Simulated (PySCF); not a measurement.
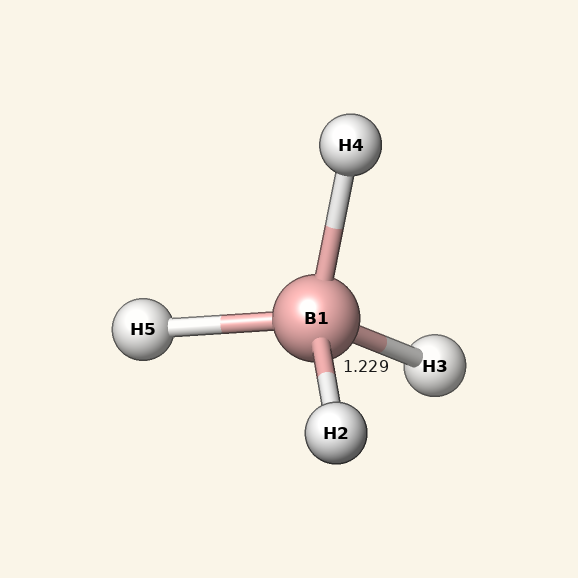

The numbers beside the sticks are distances in Å. Sticks don't show bond order. Charge −1, singlet. The computed structure is the end point of a GFN2-xTB optimisation. No frequency run is at hand to confirm it as a minimum.

### Assign a bond order to each marked bond.

B1–H3 single. This is one Lewis structure.

### Give the structure as SMILES.

[BH4-]
